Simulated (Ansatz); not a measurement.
# CH₇SbSi: basis-set convergence

How large a basis does CH₇SbSi need? Two functionals are run in growing sets.

The runs use Ansatz 0.2.0, Gaussian basis; one geometry, several basis sets.

Levels to be run: PBE0-D4/def2-SVP; ωB97M-V/def2-SVP; PBE0-D4/def2-QZVPP; ωB97M-V/def2-QZVPP; the functionals' def2-TZVPP values are taken from earlier runs.

### 1 The relaxed structure

An earlier PBE0-D4 in a triple-zeta def2 set relaxation fixed the geometry. Sb takes the def2 core potential; no spin-orbit term is included.

SMILES `[SiH3][CH2][SbH2]`, 10 atoms, charge 0, spin multiplicity 1.

Atoms are counted from 1 here; the program's logs count them from 0.

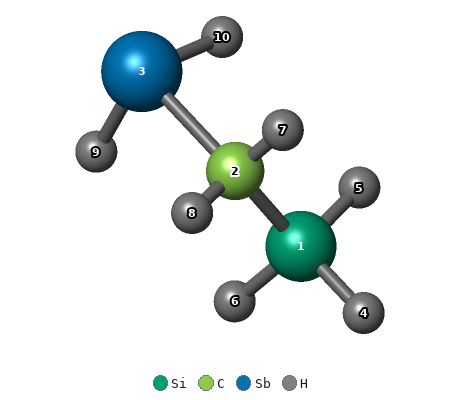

The geometry (silicon teal, carbon green, antimony blue, hydrogen grey); atoms are numbered from 1 in the order of the file.

### 2 PBE0-D4 in def2-SVP

Contents of in.yaml:

```yaml
crystal:
  periodic: [false, false, false]
  atoms:
    - {symbol: Si, position_ang: [-1.049476, 0.231422, -0.643509]}
    - {symbol: C, position_ang: [0.274159, -0.944943, -0.058808]}
    - {symbol: Sb, position_ang: [1.800848, -0.028628, 1.182122]}
    - {symbol: H, position_ang: [-2.065337, -0.460639, -1.488347]}
    - {symbol: H, position_ang: [-0.440023, 1.322135, -1.449561]}
    - {symbol: H, position_ang: [-1.747406, 0.832190, 0.523869]}
    - {symbol: H, position_ang: [0.796820, -1.400413, -0.903959]}
    - {symbol: H, position_ang: [-0.155402, -1.758119, 0.532077]}
    - {symbol: H, position_ang: [0.676670, 0.825531, 2.149857]}
    - {symbol: H, position_ang: [1.992346, 1.330365, 0.159161]}
basis:
  gaussian: {orbitals: def2-SVP}
hamiltonian: {xc: pbe0, dispersion: d4}
output: {orbitals: {seedname: orbitals}}
```

Launch:

```sh
ansatz run in.yaml --threads 2 --pin off --events-out ev --progress --plain --max-ram 4352MiB
```

The runs that follow: ωB97M-V in def2-SVP; PBE0-D4 in def2-QZVPP; ωB97M-V in def2-QZVPP.

**Question.** What will the summary of the whole plan be? Wanted: PBE0-D4: double and triple zeta above quadruple; ωB97M-V: double and triple zeta above quadruple.

The runs gave:

| quantity | value |
| --- | --- |
| PBE0-D4: double and triple zeta above quadruple | 4.68, 0.39 eV |
| ωB97M-V: double and triple zeta above quadruple | 4.84, 0.38 eV |

In words: PBE0-D4 gains 4.29 eV from double to triple zeta, then 0.39 eV more. These are total energies; as a rule much of such shifts cancels in differences, which this series doesn't test. The LUMO of ωB97M-V is positive and keeps falling with the basis (1.55 to 0.86 eV): an unbound level that the basis holds in place.
